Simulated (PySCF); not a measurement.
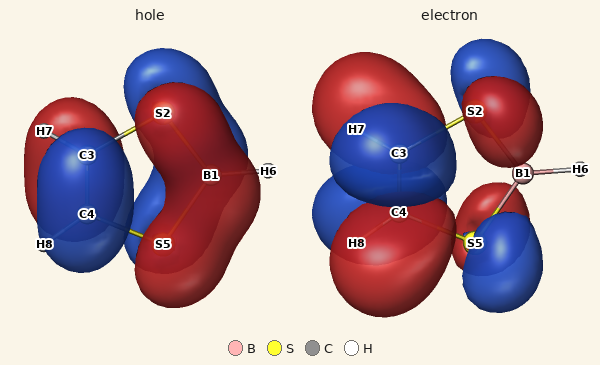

*C2H3BS2, SMILES `B1SC=CS1`. Leading natural transition orbital pair of S₃ (full linear response singlet states); the surfaces enclose about 85 % of each orbital's density.*

Computed with PySCF, BHandHLYP/6-31+G*, geometry: GFN2-xTB. No frequency check shows the geometry to be a minimum. GFN2-xTB bond lengths at metals and heavier atoms can be off by up to 0.1 Å and shapes distorted, which carries into these values.

> Where does the state lie, and where do hole and electron sit?

6.25 eV (198 nm), f = 0.035; the leading pair carries 69 %; hole on S2 and S5 (25 % each), C3 and C4 (18 % each) and B1 (11 %), electron on C3 and C4 (23 % each), B1 (16 %) and S2 and S5 (14 % each) (shares are of the whole state, not of the leading pair alone); their centroids lie 0.2 Å apart. In canonical orbitals it is mainly HOMO → LUMO+2 (69 %). The HOMO–LUMO gap is 8.23 eV.
